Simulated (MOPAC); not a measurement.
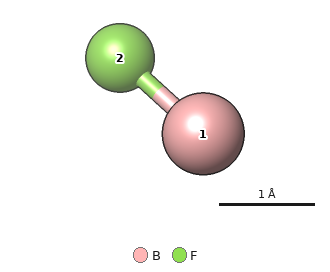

Figure 1. The structure as given in the input (ball-and-stick view, seen at an oblique angle; atoms are numbered from 1 in the order of the input). Bond lengths as drawn: B–F 1.28 Å.

## Frequency calculation, with input and output: BF

System: BF (13768-60-0), SMILES [B]F.
Method: AM1, closed shell (MOPAC 23.2.5).

The geometry was optimised with AM1.

### Input (bf.mop)
```
AM1 FORCE THERMO THREADS=1 AUX(PRECISION=6)
BF

B 0.007350 1 0.015086 1 -0.012238 1
F 0.007902 1 -0.000680 1 1.265879 1
```

Run as:
```bash
mopac bf.mop
```

### Output
```
MOPAC v23.2.5
AM1 CALCULATION RESULTS

 *  AM1        - The AM1 Hamiltonian to be used
 *  FORCE      - FORCE CALCULATION SPECIFIED
 *  THREADS=1  - MULTI-THREADING NOT USED
 *  AUX        - OUTPUT AUXILIARY INFORMATION
 *  THERMO     - THERMODYNAMIC QUANTITIES TO BE CALCULATED
AM1 FORCE THERMO THREADS=1 AUX(PRECISION=6)
 BF

   ATOM   CHEMICAL          X               Y               Z
  NUMBER   SYMBOL      (ANGSTROMS)     (ANGSTROMS)     (ANGSTROMS)

     1       B          0.00735000  *   0.01508600  *  -0.01223800  *
     2       F          0.00790200  *  -0.00068000  *   1.26587900  *

          CARTESIAN COORDINATES

    NO.       ATOM           X           Y           Z

     1         B          0.0073      0.0151     -0.0122
     2         F          0.0079     -0.0007      1.2659

           Empirical Formula: B F  =     2 atoms

      MOLECULAR POINT GROUP   :   C*v

      RHF CALCULATION, NO. OF DOUBLY OCCUPIED LEVELS = 5

          HEAT OF FORMATION =     -56.556311 KCALS/MOLE

          CARTESIAN COORDINATE DERIVATIVES

   NUMBER  ATOM         X            Y            Z

     1       B      0.007539     0.000000     0.000000
     2       F     -0.007539     0.000000     0.000000

 DIPOLE           X         Y         Z       TOTAL
 POINT-CHG.    -1.076     0.000     0.000     1.076
 HYBRID         1.261     0.000    -0.000     1.261
 SUM            0.185     0.000    -0.000     0.185

          GRADIENT NORM =   0.01066

          MOLECULAR WEIGHT =   29.81

          ROTATIONAL CONSTANTS IN CM(-1)

          A =    0.00000000   B =    1.49756286   C =    1.49756286

           PRINCIPAL MOMENTS OF INERTIA IN UNITS OF 10**(-40)*GRAM-CM**2

          A =        0.0000   B =       18.6922   C =       18.6922

          ORIENTATION OF MOLECULE IN FORCE CALCULATION

    NO.       ATOM         X         Y         Z

     1          B      -0.8147    0.0000    0.0000
     2          F       0.4635    0.0000    0.0000

    FIRST DERIVATIVES WILL BE USED IN THE CALCULATION OF SECOND DERIVATIVES

          ESTIMATED TIME TO COMPLETE CALCULATION =        0.09 SECONDS

    FOR POINT-GROUP C*v  THERE ARE  84 UNIQUE SYMMETRY FUNCTIONS.

 STEP:   1 TIME =     0.00 SECS, INTEGRAL =      0.00 TIME LEFT: 172800.00
 STEP:   2 TIME =     0.00 SECS, INTEGRAL =      0.00 TIME LEFT: 172800.00
 STEP:   3 TIME =     0.00 SECS, INTEGRAL =      0.00 TIME LEFT: 172800.00
 STEP:   4 TIME =     0.00 SECS, INTEGRAL =      0.00 TIME LEFT: 172800.00
 STEP:   5 TIME =     0.00 SECS, INTEGRAL =      0.00 TIME LEFT: 172800.00
 STEP:   6 TIME =     0.00 SECS, INTEGRAL =      0.00 TIME LEFT: 172800.00

(To convert to Hartree/Bohr^2, multiply by (10^(-21) x N x a0^2)/(4.184 x 627.51) =  0.0642)

           FORCE MATRIX IN MILLIDYNES/ANGSTROM

                  B  1       F  2
 ------------------------------
     B    1  14.964139
     F    2  14.964168  14.964198

          HEAT OF FORMATION =     -56.556311 KCALS/MOLE

          ZERO POINT ENERGY       2.745 KCAL/MOL

           NORMAL COORDINATE ANALYSIS (Total motion = 1 Angstrom)

   Root No.       1

                 1 Sig

                1920.0

           1    0.6374
           2   -0.0000
           3   -0.0000
           4   -0.3626
           5    0.0000
           6    0.0000

           MASS-WEIGHTED COORDINATE ANALYSIS (NORMAL COORDINATES)

   Root No.       1

                 1 Sig

                1920.0

           1    0.7983
           2   -0.0000
           3   -0.0000
           4   -0.6022
           5    0.0000
           6    0.0000

          DESCRIPTION OF VIBRATIONS

 VIBRATION          1    1Sig        ATOM PAIR     ENERGY CONTRIBUTION    RADIAL
 FREQUENCY          1919.99         B 1 -- F 2        +100.0% (100.0%)    100.0%
 TRANSITION DIPOLE   4.8854
 TRAVEL (Ang.)       0.0714
 REDUCED MASS        6.8898
 EFFECTIVE MASS     13.5145
 FORCE CONSTANT     14.9642

      SYMMETRY NUMBER FOR POINT-GROUP C*v =  1

          SYSTEM IS A GROUND STATE

 BF

          MOLECULE IS LINEAR

          THERE ARE  1 GENUINE VIBRATIONS IN THIS SYSTEM
          THIS THERMODYNAMICS CALCULATION IS LIMITED TO
          MOLECULES WHICH HAVE NO INTERNAL ROTATIONS

                    CALCULATED THERMODYNAMIC PROPERTIES
                                          *
   TEMP. (K)   PARTITION FUNCTION   H.O.F.    ENTHALPY  HEAT CAPACITY ENTROPY
                                   KCAL/MOL   CAL/MOLE    CAL/K/MOL  CAL/K/MOL

 298.00  VIB.     0.1000D+01                     0.5172     0.0161     0.0019
         ROT.     0.1383D+03                   592.1869     1.9872    11.7831
         INT.     0.1383D+03                   592.7041     2.0033    11.7850
         TRA.     0.1573D+27                  1480.4672     4.9680    36.1078
         TOT.                      -56.556    2073.1713     6.9713    47.8928

 200.00  VIB.     0.1000D+01                     0.0055     0.0004     0.0000
         ROT.     0.9282D+02                   397.4409     1.9872    10.9906
         INT.     0.9282D+02                   397.4464     1.9876    10.9906
         TRA.     0.8651D+26                   993.6021     4.9680    34.1267
         TOT.                      -57.238    1391.0485     6.9556    45.1173

 210.00  VIB.     0.1000D+01                     0.0106     0.0007     0.0001
         ROT.     0.9746D+02                   417.3129     1.9872    11.0876
         INT.     0.9746D+02                   417.3235     1.9879    11.0876
         TRA.     0.9308D+26                  1043.2822     4.9680    34.3691
         TOT.                      -57.169    1460.6058     6.9559    45.4567

 220.00  VIB.     0.1000D+01                     0.0193     0.0011     0.0001
         ROT.     0.1021D+03                   437.1849     1.9872    11.1800
         INT.     0.1021D+03                   437.2043     1.9883    11.1801
         TRA.     0.9980D+26                  1092.9623     4.9680    34.6002
         TOT.                      -57.099    1530.1666     6.9563    45.7803

 230.00  VIB.     0.1000D+01                     0.0334     0.0017     0.0002
         ROT.     0.1067D+03                   457.0570     1.9872    11.2683
         INT.     0.1067D+03                   457.0904     1.9889    11.2685
         TRA.     0.1067D+27                  1142.6424     4.9680    34.8210
         TOT.                      -57.030    1599.7328     6.9570    46.0895

 240.00  VIB.     0.1000D+01                     0.0550     0.0026     0.0002
         ROT.     0.1114D+03                   476.9290     1.9872    11.3529
         INT.     0.1114D+03                   476.9841     1.9898    11.3532
         TRA.     0.1137D+27                  1192.3226     4.9680    35.0325
         TOT.                      -56.960    1669.3066     6.9579    46.3856

 250.00  VIB.     0.1000D+01                     0.0872     0.0039     0.0004
         ROT.     0.1160D+03                   496.8011     1.9872    11.4340
         INT.     0.1160D+03                   496.8883     1.9911    11.4344
         TRA.     0.1209D+27                  1242.0027     4.9680    35.2353
         TOT.                      -56.891    1738.8910     6.9591    46.6697

 260.00  VIB.     0.1000D+01                     0.1334     0.0055     0.0006
         ROT.     0.1207D+03                   516.6731     1.9872    11.5120
         INT.     0.1207D+03                   516.8065     1.9927    11.5125
         TRA.     0.1282D+27                  1291.6828     4.9680    35.4301
         TOT.                      -56.821    1808.4893     6.9607    46.9427

 270.00  VIB.     0.1000D+01                     0.1978     0.0075     0.0008
         ROT.     0.1253D+03                   536.5451     1.9872    11.5870
         INT.     0.1253D+03                   536.7429     1.9947    11.5878
         TRA.     0.1357D+27                  1341.3629     4.9680    35.6176
         TOT.                      -56.751    1878.1058     6.9627    47.2054

 280.00  VIB.     0.1000D+01                     0.2850     0.0100     0.0011
         ROT.     0.1300D+03                   556.4172     1.9872    11.6592
         INT.     0.1300D+03                   556.7022     1.9972    11.6604
         TRA.     0.1433D+27                  1391.0430     4.9680    35.7983
         TOT.                      -56.682    1947.7452     6.9653    47.4587

 290.00  VIB.     0.1000D+01                     0.4005     0.0132     0.0015
         ROT.     0.1346D+03                   576.2892     1.9872    11.7290
         INT.     0.1346D+03                   576.6898     2.0004    11.7305
         TRA.     0.1510D+27                  1440.7231     4.9680    35.9726
         TOT.                      -56.612    2017.4128     6.9684    47.7031

 300.00  VIB.     0.1000D+01                     0.5502     0.0169     0.0020
         ROT.     0.1392D+03                   596.1613     1.9872    11.7963
         INT.     0.1392D+03                   596.7115     2.0041    11.7984
         TRA.     0.1589D+27                  1490.4032     4.9680    36.1411
         TOT.                      -56.542    2087.1147     6.9721    47.9394

 310.00  VIB.     0.1000D+01                     0.7406     0.0213     0.0027
         ROT.     0.1439D+03                   616.0333     1.9872    11.8615
         INT.     0.1439D+03                   616.7739     2.0085    11.8642
         TRA.     0.1669D+27                  1540.0833     4.9680    36.3040
         TOT.                      -56.473    2156.8572     6.9765    48.1681

 320.00  VIB.     0.1000D+01                     0.9784     0.0264     0.0034
         ROT.     0.1485D+03                   635.9054     1.9872    11.9246
         INT.     0.1485D+03                   636.8838     2.0136    11.9280
         TRA.     0.1751D+27                  1589.7634     4.9680    36.4617
         TOT.                      -56.403    2226.6472     6.9816    48.3897

 330.00  VIB.     0.1000D+01                     1.2710     0.0322     0.0043
         ROT.     0.1532D+03                   655.7774     1.9872    11.9857
         INT.     0.1532D+03                   657.0484     2.0195    11.9901
         TRA.     0.1833D+27                  1639.4435     4.9680    36.6146
         TOT.                      -56.333    2296.4919     6.9875    48.6046

 340.00  VIB.     0.1000D+01                     1.6259     0.0389     0.0054
         ROT.     0.1578D+03                   675.6494     1.9872    12.0451
         INT.     0.1578D+03                   677.2754     2.0261    12.0504
         TRA.     0.1917D+27                  1689.1236     4.9680    36.7629
         TOT.                      -56.263    2366.3990     6.9941    48.8133

 350.00  VIB.     0.1000D+01                     2.0509     0.0463     0.0066
         ROT.     0.1624D+03                   695.5215     1.9872    12.1027
         INT.     0.1625D+03                   697.5724     2.0335    12.1093
         TRA.     0.2003D+27                  1738.8037     4.9680    36.9069
         TOT.                      -56.193    2436.3761     7.0015    49.0162

 360.00  VIB.     0.1000D+01                     2.5539     0.0545     0.0080
         ROT.     0.1671D+03                   715.3935     1.9872    12.1587
         INT.     0.1672D+03                   717.9474     2.0417    12.1667
         TRA.     0.2089D+27                  1788.4838     4.9680    37.0469
         TOT.                      -56.123    2506.4313     7.0097    49.2135

 370.00  VIB.     0.1001D+01                     3.1428     0.0635     0.0096
         ROT.     0.1717D+03                   735.2656     1.9872    12.2131
         INT.     0.1718D+03                   738.4084     2.0507    12.2227
         TRA.     0.2177D+27                  1838.1639     4.9680    37.1830
         TOT.                      -56.053    2576.5723     7.0187    49.4057

 380.00  VIB.     0.1001D+01                     3.8256     0.0732     0.0115
         ROT.     0.1764D+03                   755.1376     1.9872    12.2661
         INT.     0.1765D+03                   758.9632     2.0604    12.2775
         TRA.     0.2266D+27                  1887.8440     4.9680    37.3155
         TOT.                      -55.983    2646.8073     7.0285    49.5930

 390.00  VIB.     0.1001D+01                     4.6102     0.0838     0.0135
         ROT.     0.1810D+03                   775.0097     1.9872    12.3177
         INT.     0.1812D+03                   779.6198     2.0710    12.3312
         TRA.     0.2356D+27                  1937.5242     4.9680    37.4445
         TOT.                      -55.912    2717.1440     7.0390    49.7757

 400.00  VIB.     0.1001D+01                     5.5042     0.0951     0.0158
         ROT.     0.1856D+03                   794.8817     1.9872    12.3680
         INT.     0.1858D+03                   800.3859     2.0823    12.3838
         TRA.     0.2447D+27                  1987.2043     4.9680    37.5703
         TOT.                      -55.842    2787.5901     7.0503    49.9541

   *: NOTE: HEATS OF FORMATION ARE RELATIVE TO THE
            ELEMENTS IN THEIR STANDARD STATE AT 298K
              (=  Standard Enthalpy of Formation).

            Hvib:  Zero-point energy is not included.
                   frequencies of less than zero cm-1 are not included.
            Hrot = (3/2)RT
            Htra = (3/2)RT + pV = (5/2)RT

            Heat capacity is Cp, not Cv

           FORCE CONSTANT IN CARTESIAN COORDINATES (Millidynes/A)

    ATOM   CHEMICAL       X               Y               Z
   NUMBER   SYMBOL  FORCE CONSTANT  FORCE CONSTANT  FORCE CONSTANT

      1       B       14.964167        0.004211        0.004211
      2       F       14.964167        0.004211        0.004211

 *                    *
 * JOB ENDED NORMALLY *
 *                    *

 TOTAL JOB TIME:             0.02 SECONDS

 == MOPAC DONE ==
```

### Key numbers

```csv
quantity,value
outcome,converged
heat of formation,−56.56 kcal/mol
basis functions,8
zero-point energy,0.004374 hartree
"wavenumbers, lowest and highest",1920 cm⁻¹
hardware,"1 thread of AMD EPYC (Zen 5), 128 GiB of memory available, shared host"
peak memory,0.08 GiB
```

MOPAC's energies along a path are heats of formation.
